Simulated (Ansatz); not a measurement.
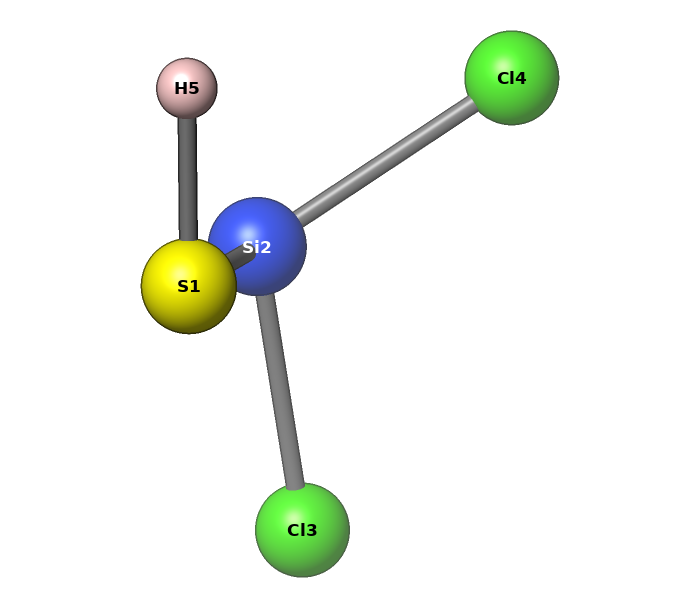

Si2 lies behind S1. The molecule seen a little off the S1–Si2 bond, S1 in front. Depth is shown by fading: the farther an atom, the more it takes the colour of the background. State: neutral, doublet. The geometry was computed by an optimisation with PBE-D4/def2-SVP. No frequency run is at hand to confirm it as a minimum.

### What is the torsion angle H5–S1–Si2–Cl3? The sign is positive where the front bond must turn clockwise to cover the back bond.

174°, antiperiplanar (anti).
